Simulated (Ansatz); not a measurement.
```yaml
crystal:
  periodic: [false, false, false]
  atoms:
    - {symbol: Sn, position_ang: [0.484246, 0.986963, -0.998907]}
    - {symbol: Br, position_ang: [0.385963, -1.589825, -1.182186]}
    - {symbol: H, position_ang: [0.425125, -0.935308, 1.193136]}
    - {symbol: Cl, position_ang: [0.551337, 0.153382, 1.896173]}
    - {symbol: Cl, position_ang: [-1.846670, 1.384890, -0.908217]}
basis:
  gaussian: {orbitals: def2-TZVPP}
hamiltonian: {xc: {name: B97M-V}}
```

What structure does this define?

It has 5 atoms: 1 bromine, 2 chlorine, 1 hydrogen and 1 tin (BrCl2HSn). Judged by distances it falls into 2 fragments: SnBrCl, HCl. This geometry has C1 symmetry. Coordination: 1 Sn bent.

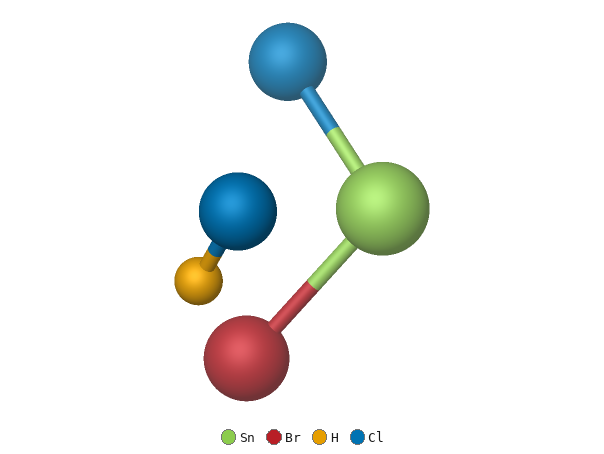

(Drawn from a calculation with Ansatz.)
